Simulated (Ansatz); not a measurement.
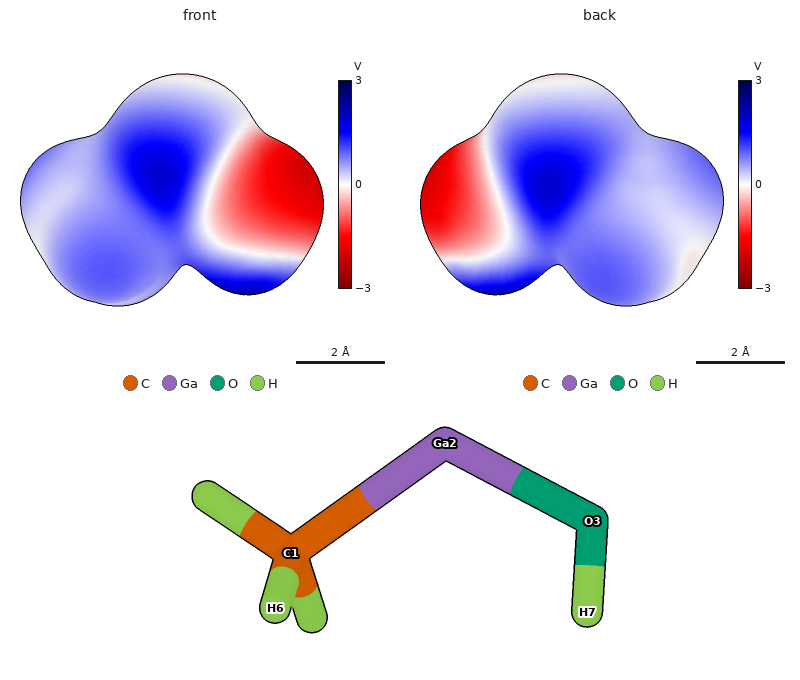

Figure. CH4GaO (SMILES [CH3][Ga][OH]) (doublet). The molecular electrostatic potential painted on the density surface at 0.002 e/bohr³, seen from the front and from behind; the colour scale runs from red (negative) to blue (positive). The bare structure is drawn below in the same view.

Geometry: PBE0-D4/def2-TZVP.

Theory: UKS PBE0-D4/def2-TZVPP (Ansatz 0.2.0).

Input file:

```
crystal:
  periodic: [false, false, false]
  atoms:
    - {symbol: C, position_ang: [-0.826536, 0.551064, -0.249745]}
    - {symbol: Ga, position_ang: [1.056703, 0.055300, -0.742147]}
    - {symbol: O, position_ang: [1.919400, -1.122736, 0.319790]}
    - {symbol: H, position_ang: [-1.428460, -0.361076, -0.251525]}
    - {symbol: H, position_ang: [-1.248469, 1.272482, -0.947014]}
    - {symbol: H, position_ang: [-0.813629, 0.973454, 0.758073]}
    - {symbol: H, position_ang: [1.402191, -1.436488, 1.066868]}
basis:
  gaussian: {orbitals: def2-TZVPP}
magnetization: {spin_polarized: true, initial_magnetization: 1}
hamiltonian: {xc: pbe0, dispersion: d4}
output: {orbitals: {seedname: orbitals}}
```

Run with:

```sh
ansatz run in.yaml --threads 2 --pin off --events-out ev --progress --plain --max-ram 32768MiB --backend cpu
```

**Where is the surface potential most negative and most positive?**

The most negative region (about −1.9 V, or −44 kcal/mol for a unit charge) lies over O3, the most positive (about +2.0 V, or +46 kcal/mol for a unit charge) over H7. O3 is the likeliest acceptor of a hydrogen bond.
